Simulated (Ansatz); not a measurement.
The figure comes from a scan of MgO (rock salt): the crystal slips on the {110} plane by s times a lattice vector of 3.01 Å, no atom relaxing, γ being the energy change per area. All values below come from PBE (plane waves to 420 eV, PAW, scalar-relativistic; Ansatz, a program for electronic structure). k mesh 10×10×10 (Γ-centred), Fermi-Dirac smearing 0.05 eV. Stress and pressure are positive under compression. Faults lie only 4.5 Å apart, and holding the cell height and the atoms raises γ above its relaxed value. Left out: 3 of 12 points, with atoms too close for the PAW data. MgO was relaxed with its symmetry unable to fall. The PAW data are Ansatz's earlier set. 

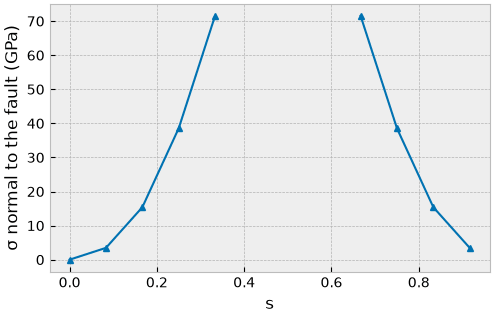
σ normal to the fault (GPa) against s; computed points joined by lines.

Task: List the plotted points as numbers.

Result: To the nearest 1:

```csv
s,σ normal to the fault (GPa)
0.000,0
0.083,3
0.167,15
0.250,39
0.333,72
0.667,72
0.750,39
0.833,15
0.917,3
```

(The slope of γ gives the shear force per area between the displaced halves; near zero shift its curvature is an elastic stiffness.)
